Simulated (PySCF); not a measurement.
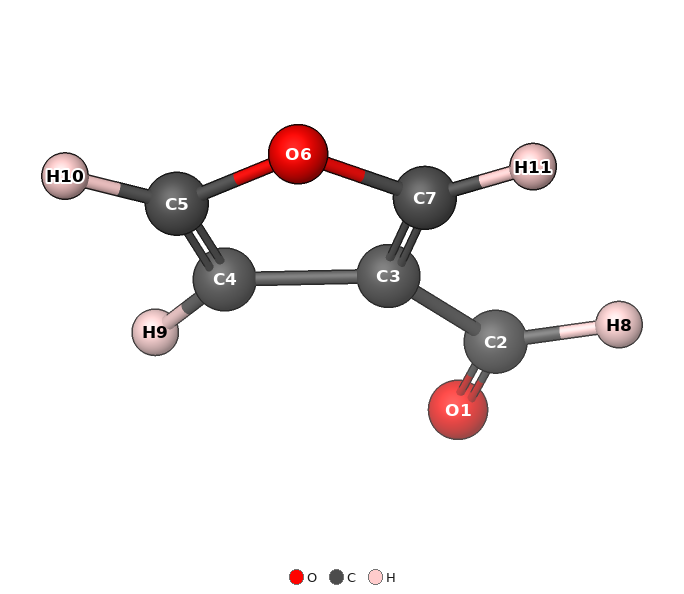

Distant atoms are faded towards the background colour. The computed structure is the end point of a PBE0-D3(BJ)/def2-SVP optimisation. No frequency run is at hand to confirm it as a minimum.

Question: What is the conformation of the ring C3–C4–C5–O6–C7?

Answer: It is planar. The Cremer–Pople amplitude Q is 0.00 Å.

Question: Give the torsion angles round the ring, beginning with the bond from its second to its third atom.

Answer: 0°, 0°, 0°, 0°, 0°.
